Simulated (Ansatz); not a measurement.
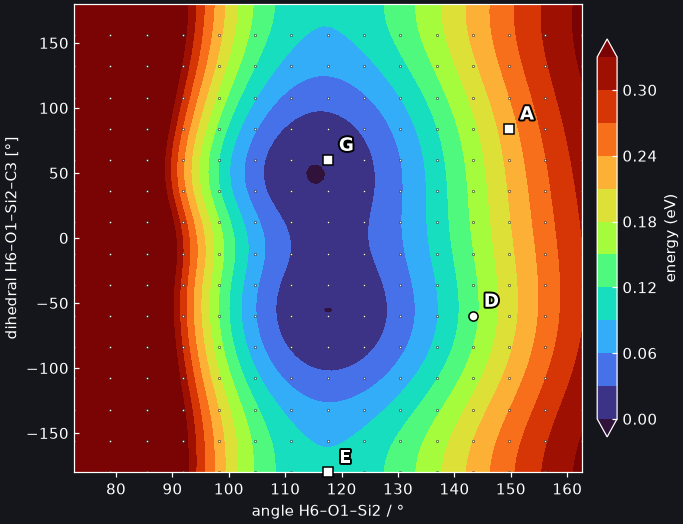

CH₄BrFOSi, SMILES O[SiH2]C(F)Br. 
- Coordinates scanned: (1) angle H6–O1–Si2; (2) dihedral H6–O1–Si2–C3.
- Nothing is relaxed (all other coordinates rigid).
- The grid has 15 × 15 points.
- All energies are given in eV relative to the lowest grid point.
- These are results of Ansatz 0.2.0, RKS PBE0-D4/def2-SVP, not measurements.

The picture shows filled contours, dots at the grid points, one colour for all values above the top of the scale, lettered points. Between grid points the surface is interpolated.

Q: Is A the lowest point of the computed grid?

A: No. A lies 0.23 eV above the lowest grid point, which is at angle H6–O1–Si2 = 117.6°, dihedral H6–O1–Si2–C3 = −60°.

Q: What kind of point is each of A, D, E, G: minimum, saddle, maximum or slope?

A: A: on a slope; D: on a slope; E: saddle point; G: minimum. (In these two coordinates alone; a stationary point may lie a little off the grid point.)
